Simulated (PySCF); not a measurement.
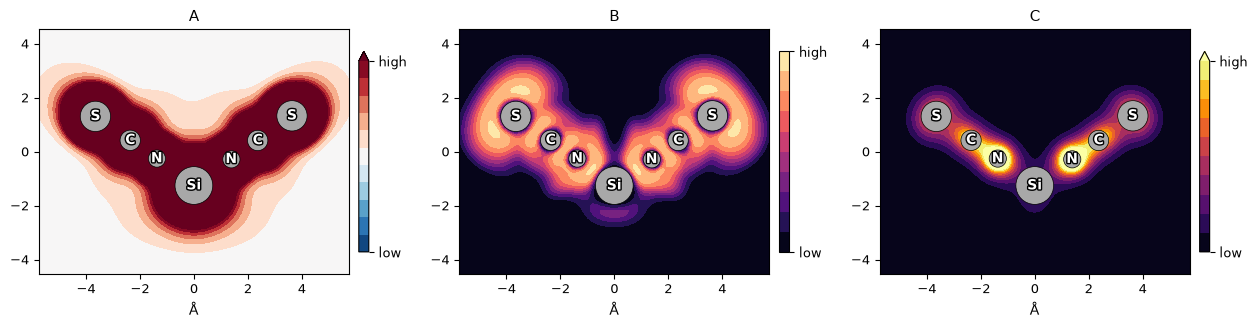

C₂Cl₂N₂S₂Si (Si(NCS)2Cl2): 3 fields on the plane of atoms N2, Si1 and N5, with unlabelled colour scales. Grey discs cover the atomic cores.

Geometry: PBE0-D3(BJ)/def2-SVP.

Computed with PBE0/pcSseg-1, SCF density, gas phase, non-relativistic (PySCF 2.14.0).

Q: The panels show electron density, electron localisation function and electrostatic potential in some order. Assign them.

A: Panel A: electrostatic potential (strongly positive close to the atoms and fading to about zero outside). Panel B: electron localisation function. Panel C: electron density. From the grid: C–N (1.20 Å): the density is about 3.1 e/Å³ at the midpoint; the ELF peaks at about 0.90 between the atoms (a multiple bond). C–S (1.57 Å): the density is about 1.7 e/Å³ at the midpoint; the ELF peaks at about 0.90 between the atoms (localised, covalent bonding).
